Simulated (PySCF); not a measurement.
# Ru(OH)₂: quintet, from a linear start

Where does quintet Ru(OH)₂ go from a linear start, is the end point a minimum, and what are its modes, charges and moments?

Method: PBE0, basis Ru def2-TZVP with ECP28, O def2-TZVP, H def2-TZVP, scalar-relativistic core potentials, no spin–orbit coupling, density fitting; program: PySCF 2.14.0.

## Step 1: Where the work starts

5 atoms, charge 0, spin multiplicity 5.

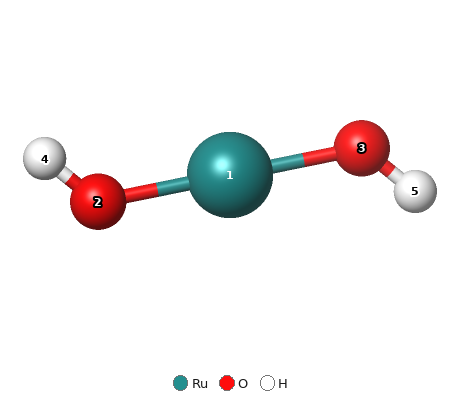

Start geometry, drawn with ruthenium teal, oxygen red, hydrogen white; atoms are numbered from 1 in the order of the file.

```xyz
5
charge 0 multiplicity 5
Ru    0.0000    0.0000    0.0000
O     0.0000    0.0000    1.8800
O     0.0000    0.0000   -1.8800
H    -0.7354    0.0000    2.4971
H     0.7354    0.0000   -2.4971
```

## Step 2: The SCF at the typed geometry

One driver script runs all steps and calls PySCF; scf.py shows how it sets up the SCF of each step. The optimiser is the driver's own. After this first run the driver tries any further starts and a stability analysis.

scf.py reads:

```python
from pyscf import gto, scf, dft
mol = gto.M(atom='''
Ru     0.000000     0.000000     0.000000
O      0.000000     0.000000     1.880000
O      0.000000     0.000000    -1.880000
H     -0.735400     0.000000     2.497100
H      0.735400     0.000000    -2.497100''',
    basis={'Ru': 'def2-TZVP', 'O': 'def2-TZVP', 'H': 'def2-TZVP'},
    ecp={'Ru': 'def2-TZVP'},
    charge=0, spin=4)
mf = dft.UKS(mol, xc='PBE0')
mf.grids.atom_grid = (50, 194)
aux = {'Ru': 'def2-universal-JKFIT', 'O': 'def2-universal-JKFIT', 'H': 'def2-universal-JKFIT'}
mf = mf.density_fit(auxbasis=aux)
mf.conv_tol = 1e-08
mf.diis_space = 10
mf.max_cycle = 60
mf.init_guess = 'minao'
mf.verbose = 4
mf.kernel()
```

The run is started by

```console
$ OMP_NUM_THREADS=4 python axn.py task.json out
```

Output:

```text
init E= -238.516635348006
[... the frontier-level lines of each cycle are left out ...]
cycle= 1 E= -246.075761924449  delta_E= -7.56  |g|= 0.898  |ddm|= 3.31
cycle= 2 E= -245.380876241009  delta_E= 0.695  |g|= 1.53  |ddm|= 2.42
cycle= 3 E= -246.398213586342  delta_E= -1.02  |g|= 0.271  |ddm|= 2.13
cycle= 4 E= -246.418268695956  delta_E= -0.0201  |g|= 0.188  |ddm|= 0.255
cycle= 5 E= -246.430751122995  delta_E= -0.0125  |g|= 0.0212  |ddm|= 0.107
cycle= 6 E= -246.431024099119  delta_E= -0.000273  |g|= 0.00636  |ddm|= 0.0305
cycle= 7 E= -246.431068673025  delta_E= -4.46e-05  |g|= 0.00183  |ddm|= 0.0135
cycle= 8 E= -246.431079493571  delta_E= -1.08e-05  |g|= 0.000783  |ddm|= 0.00696
cycle= 9 E= -246.431083800219  delta_E= -4.31e-06  |g|= 0.000453  |ddm|= 0.00527
cycle= 10 E= -246.431085490341  delta_E= -1.69e-06  |g|= 0.000215  |ddm|= 0.00409
cycle= 11 E= -246.431085822097  delta_E= -3.32e-07  |g|= 7.37e-05  |ddm|= 0.00208
cycle= 12 E= -246.431085866933  delta_E= -4.48e-08  |g|= 4.83e-05  |ddm|= 0.000602
cycle= 13 E= -246.431085891076  delta_E= -2.41e-08  |g|= 2.61e-05  |ddm|= 0.000401
cycle= 14 E= -246.431085901198  delta_E= -1.01e-08  |g|= 6.6e-06  |ddm|= 0.000381
cycle= 15 E= -246.431085901551  delta_E= -3.53e-10  |g|= 1.69e-06  |ddm|= 7.67e-05
Extra cycle  E= -246.431085901553  delta_E= -1.82e-12  |g|= 1.95e-06  |ddm|= 4.02e-06
converged SCF energy = -246.431085901553  <S^2> = 6.0064667  2S+1 = 5.002586
```

This step, with its further starts and checks, needed 17 s of wall time on 4 threads of Arm Neoverse V1, shared host.

Energies from each starting density:

```tsv
start	energy (Eh)
the minimal-basis guess	-246.431086
a thermally smeared density	-246.431086
a smeared PBE density	-246.430925
```

No lower solution of this spin turned up from the other starts or in the test of internal stability.

## Step 3: Relaxing the quintet from the linear start

The program finds C2h symmetry in the start, which this walk keeps.

Changes to scf.py since step 2:

```diff
@@ -4 +4 @@
-O      0.000000     0.000000     1.880000
+O     -0.000000     0.000000     1.880000
@@ -18 +17,0 @@
-mf.init_guess = 'minao'
```

The optimiser's trace:

```tsv
step	energy (Eh)	change (kJ/mol)	largest symmetric gradient (Eh/bohr)
0	-246.431086	0.00	0.01043
1	-246.431357	-0.71	0.00171
2	-246.431375	-0.76	0.00058
3	-246.431394	-0.81	0.00095
4	-246.431408	-0.85	0.00072
5	-246.431412	-0.86	0.00025
6	-246.431412	-0.86	0.00001
```

The walk took 16 s.

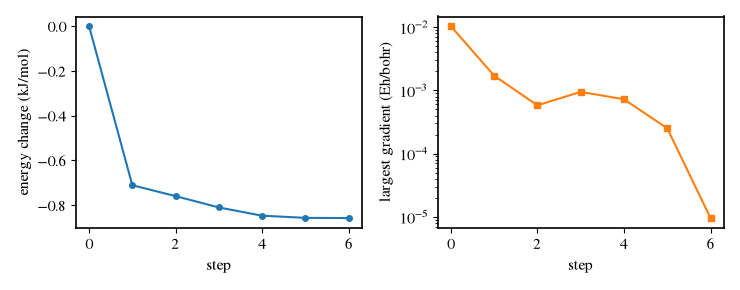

How energy and gradient fall.

It settles in C2h symmetry, 0.9 kJ/mol below the start, after 6 steps: O–H 0.958 Å (×2), Ru–O 1.898 Å (×2); H–O–Ru 127.3° (×2), O–Ru–O 180.0°.

## Step 4: Is it a minimum? Harmonic modes

The point is checked on the finer grid, and tightened if its gradient asks for it. The Hessian and the dipole derivatives come from central differences of analytic gradients, with steps of 0.02 bohr.

Changes to scf.py since step 3:

```diff
@@ -4,4 +4,4 @@
-O     -0.000000     0.000000     1.880000
-O      0.000000     0.000000    -1.880000
-H     -0.735400     0.000000     2.497100
-H      0.735400     0.000000    -2.497100''',
+O      0.014945     0.000000     1.898283
+O     -0.014945     0.000000    -1.898283
+H     -0.742868     0.000000     2.484060
+H      0.742868     0.000000    -2.484060''',
@@ -12 +12 @@
-mf.grids.atom_grid = (50, 194)
+mf.grids.atom_grid = (75, 302)
@@ -15 +15 @@
-mf.conv_tol = 1e-08
+mf.conv_tol = 1e-10
```

This SCF starts from the last density.

Log of the central SCF (cycles and frontier levels):

```text
init E= -246.431387214371
[... the frontier-level lines of each cycle are left out ...]
cycle= 1 E= -246.43138721437  delta_E= 1.14e-12  |g|= 2.43e-06  |ddm|= 2.45e-06
Extra cycle  E= -246.431387214363  delta_E= 7.16e-12  |g|= 5.15e-06  |ddm|= 4.36e-06
converged SCF energy = -246.431387214363  <S^2> = 6.0066968  2S+1 = 5.002678
```

The whole step took 65 s.

Geometry: C2h; O–H 0.958 Å (×2), Ru–O 1.898 Å (×2); H–O–Ru 127.3° (×2), O–Ru–O 180.0°.

Harmonic modes (main isotopes):

```tsv
symmetry	ω (cm⁻¹)	IR (km/mol)
au	265i	247
bu	101	5.6
au	135	1.4
bu	470	329
ag	534	0.0
ag	646	0.0
bu	677	288
bu	3914	240
ag	3916	0.0
```

1 mode is imaginary, the largest at 265i cm⁻¹: a saddle point, not a minimum.

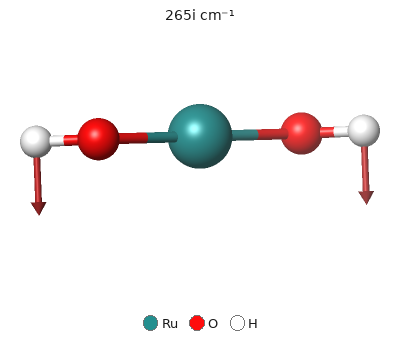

The imaginary mode, as arrows.

Constants and moments:

| Item | Value |
| --- | --- |
| Dipole moment | 0.00 D |
| Highest occupied level | -6.76 eV |
| Lowest empty level | -3.04 eV |
| Rotational constants | 15.95, 0.1319, 0.1308 cm⁻¹ |
| Zero-point energy (real modes) | 62.2 kJ/mol |
| Principal polarisabilities | 32.1, 34.1, 60.8 bohr³ |
| Atomisation energy without zero-point energy | 1569 kJ/mol |
| Principal traceless quadrupole moments about the centre of mass | -11.49, -0.46, 11.95 D Å |
| Spin squared ⟨S²⟩ | 6.007 |

Charges (e) and bond orders:

```
atom  Mulliken  Löwdin  polar tensor  spin (Mulliken)  Mayer order to Ru1
 Ru1      0.85    0.55          1.26             3.63                   –
O2,3     -0.76   -0.42         -0.94             0.17                0.88
H4,5      0.33    0.15          0.31             0.01                0.02
```

Outer orbital energies (eV). α occupied: -11.18, -9.42, -9.16, -9.02, -8.54, -8.08, -6.99, -6.76; empty: -0.06, 0.11, 0.17, 0.96. β occupied: -26.32, -14.15, -12.67, -9.98, -9.30, -8.54, -8.28, -6.88; empty: -3.04, -2.50, -2.34, -1.85.

Mulliken populations on Ru1 (outside its core potential): s 2.58, p 6.17, d 6.38, f 0.01.

## Step 5: Downhill along the imaginary mode

The atoms are moved a little along the softest imaginary mode and relaxed again.

The program finds C2 symmetry in the start, which this walk keeps.

Changes to scf.py since step 4:

```diff
@@ -3,5 +3,5 @@
-Ru     0.000000     0.000000     0.000000
-O      0.014945     0.000000     1.898283
-O     -0.014945     0.000000    -1.898283
-H     -0.742868     0.000000     2.484060
-H      0.742868     0.000000    -2.484060''',
+Ru    -0.000000    -0.001126     0.000000
+O      0.014945     0.011148     1.898283
+O     -0.014945     0.011148    -1.898283
+H     -0.742868    -0.120000     2.484060
+H      0.742868    -0.120000    -2.484060''',
@@ -12 +12 @@
-mf.grids.atom_grid = (75, 302)
+mf.grids.atom_grid = (50, 194)
@@ -15 +15 @@
-mf.conv_tol = 1e-10
+mf.conv_tol = 1e-08
```

Energy and gradient, step by step:

```tsv
step	energy (Eh)	change (kJ/mol)	largest symmetric gradient (Eh/bohr)
0	-246.431417	0.00	0.00700
1	-246.431798	-1.00	0.00232
2	-246.431946	-1.39	0.00645
3	-246.432169	-1.97	0.00761
4	-246.432450	-2.71	0.00254
5	-246.432515	-2.88	0.00622
6	-246.432642	-3.22	0.00126
7	-246.432720	-3.42	0.00120
8	-246.432750	-3.50	0.00598
9	-246.432876	-3.83	0.00064
10	-246.432910	-3.92	0.00068
11	-246.432923	-3.96	0.00297
12	-246.432951	-4.03	0.00093
13	-246.432960	-4.05	0.00064
14	-246.432972	-4.08	0.00044
15	-246.432973	-4.09	0.00012
```

The walk took 41 s.

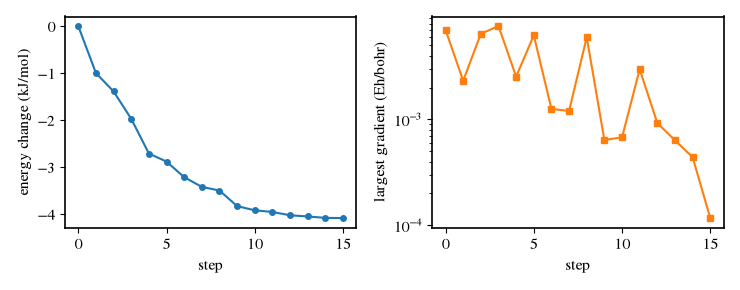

Energy and largest gradient along the walk.

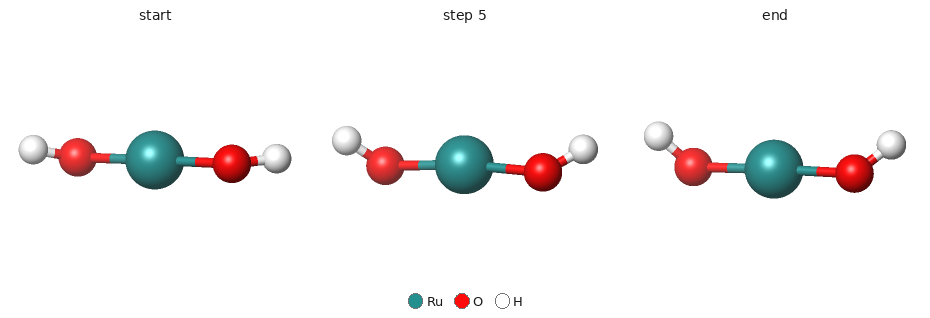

The geometry along the walk, at one scale.

It settles in C2 symmetry, 4.1 kJ/mol below the start, after 15 steps: O–H 0.958 Å (×2), Ru–O 1.897 Å (×2); H–O–Ru 126.1° (×2), O–Ru–O 178.6°.

## Step 6: Vibrations and properties at this point

The same treatment as at the point before.

Changes to scf.py since step 5:

```diff
@@ -3,5 +3,5 @@
-Ru    -0.000000    -0.001126     0.000000
-O      0.014945     0.011148     1.898283
-O     -0.014945     0.011148    -1.898283
-H     -0.742868    -0.120000     2.484060
-H      0.742868    -0.120000    -2.484060''',
+Ru    -0.000000     0.004436    -0.000000
+O     -0.120023     0.027188     1.893387
+O      0.120023     0.027188    -1.893387
+H     -0.624608    -0.581371     2.434850
+H      0.624608    -0.581371    -2.434850''',
@@ -12 +12 @@
-mf.grids.atom_grid = (50, 194)
+mf.grids.atom_grid = (75, 302)
@@ -15 +15 @@
-mf.conv_tol = 1e-08
+mf.conv_tol = 1e-10
```

Log of the central SCF (cycles and frontier levels):

```text
init E= -246.432967252221
[... the frontier-level lines of each cycle are left out ...]
cycle= 1 E= -246.432967252215  delta_E= 6.03e-12  |g|= 4.72e-06  |ddm|= 3.51e-06
Extra cycle  E= -246.432967252182  delta_E= 3.31e-11  |g|= 1.05e-05  |ddm|= 7.43e-06
converged SCF energy = -246.432967252182  <S^2> = 6.0067595  2S+1 = 5.0027031
```

The whole step needed 67 s of wall time on 4 threads of Arm Neoverse V1, shared host.

Geometry: C2; O–H 0.958 Å (×2), Ru–O 1.897 Å (×2); H–O–Ru 126.1° (×2), O–Ru–O 178.6°.

Modes, for the most abundant isotopes:

```json
{"symmetry": "a", "ω (cm⁻¹)": "125", "IR (km/mol)": "0.3"}
{"symmetry": "b", "ω (cm⁻¹)": "133", "IR (km/mol)": "12.0"}
{"symmetry": "a", "ω (cm⁻¹)": "223", "IR (km/mol)": "72.5"}
{"symmetry": "b", "ω (cm⁻¹)": "546", "IR (km/mol)": "284"}
{"symmetry": "a", "ω (cm⁻¹)": "582", "IR (km/mol)": "38.1"}
{"symmetry": "a", "ω (cm⁻¹)": "646", "IR (km/mol)": "2.9"}
{"symmetry": "b", "ω (cm⁻¹)": "679", "IR (km/mol)": "261"}
{"symmetry": "b", "ω (cm⁻¹)": "3908", "IR (km/mol)": "190"}
{"symmetry": "a", "ω (cm⁻¹)": "3909", "IR (km/mol)": "29.2"}
```

No imaginary mode, so this is a minimum.

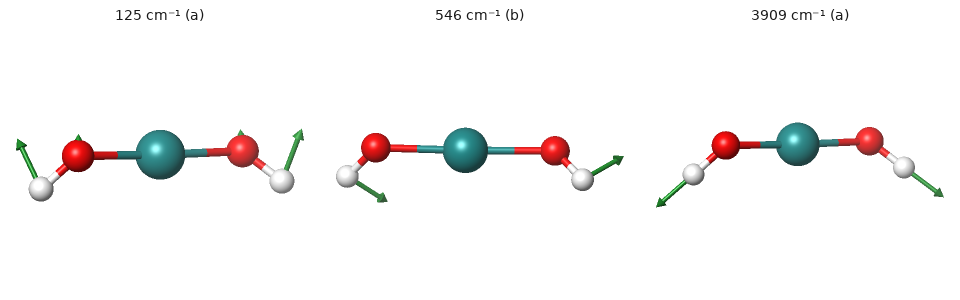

How the atoms move in 3 of the modes.

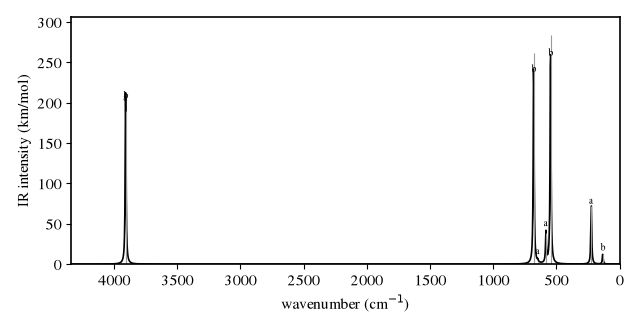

The harmonic infrared spectrum (widths in cm⁻¹). Lines are broadened to a width of 8 cm⁻¹ (Lorentzian).

Constants and moments:

* Dipole moment: 1.91 D
* Highest occupied level: -6.82 eV
* Lowest empty level: -3.01 eV
* Rotational constants: 15.22, 0.1318, 0.1315 cm⁻¹
* Zero-point energy: 64.3 kJ/mol
* Principal polarisabilities: 32.9, 33.5, 61.0 bohr³
* Atomisation energy without zero-point energy: 1573 kJ/mol
* Principal traceless quadrupole moments about the centre of mass: -8.23, 2.09, 6.14 D Å
* Entropy at 298.15 K and 1 bar (electronic part: spin only): 307.2 J/(mol K)
* Heat capacity Cp at 298.15 K: 73.8 J/(mol K)
* Enthalpy at 298.15 K above 0 K: 16.50 kJ/mol
* Rotational symmetry number: 2
* Spin squared ⟨S²⟩: 6.007

Charges (e) and bond orders:

| atom | Mulliken | Löwdin | polar tensor | spin (Mulliken) | Mayer order to Ru1 |
| --- | --- | --- | --- | --- | --- |
| Ru1 | 0.83 | 0.53 | 1.20 | 3.61 | – |
| O2,3 | -0.75 | -0.42 | -0.90 | 0.19 | 0.90 |
| H4,5 | 0.33 | 0.15 | 0.30 | 0.01 | 0.01 |

Outer orbital energies (eV). α occupied: -10.62, -9.98, -9.35, -9.11, -8.47, -7.34, -7.20, -6.89; empty: -0.06, 0.08, 0.24, 0.92. β occupied: -26.34, -14.12, -12.79, -9.83, -9.06, -8.79, -8.44, -6.82; empty: -3.01, -2.46, -2.13, -2.01.

Mulliken populations on Ru1 (outside its core potential): s 2.59, p 6.17, d 6.40, f 0.01.

## Step 7: All stationary points

| spin | group | bonds | imaginary modes (cm⁻¹) | ΔE (kJ/mol) | with zero-point energy |
| --- | --- | --- | --- | --- | --- |
| quintet | C2 | O–H 0.958 Å (×2), Ru–O 1.897 Å (×2) | none | 0.0 | 0.0 |
| quintet | C2h | O–H 0.958 Å (×2), Ru–O 1.898 Å (×2) | 265i | 4.1 | – |

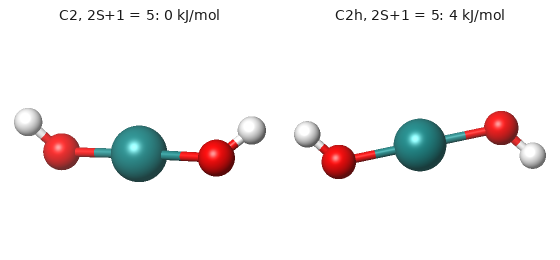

The points, lowest first (ruthenium teal, oxygen red, hydrogen white).

## Step 8: Results

| quantity | value |
| --- | --- |
| minimum | quintet, C2 |
| geometry | O–H 0.958 Å (×2), Ru–O 1.897 Å (×2); H–O–Ru 126.1° (×2), O–Ru–O 178.6° |
| wavenumbers (cm⁻¹) | 125 (a), 133 (b), 223 (a), 546 (b), 582 (a), 646 (a), 679 (b), 3908 (b), 3909 (a) |
| dipole moment | 1.91 D |
| highest occupied, lowest empty level (either spin) | -6.82, -3.01 eV |
| polar-tensor charge of Ru1 | +1.20 e |
| zero-point energy | 64.3 kJ/mol |
| entropy at 298.15 K | 307.2 J/(mol K) |
| atomisation energy (no zero-point energy) | 1573 kJ/mol |
| ⟨S²⟩ | 6.007 |

**Reading.** From C2h at the start the molecule goes to a C2 minimum, after a stop at a saddle point 4.1 kJ/mol higher, from which it was pushed off along an imaginary mode. In the infrared the band at 546 cm⁻¹ (b) leads. Most of the spin sits on Ru1 (Mulliken spin 3.61, against 4 for the whole molecule). Other starts or spin states, not run here, may lie lower. Open d and f shells are described by one determinant, and the ground state may have another occupation or spin.

The search up to here took 3.4 min.
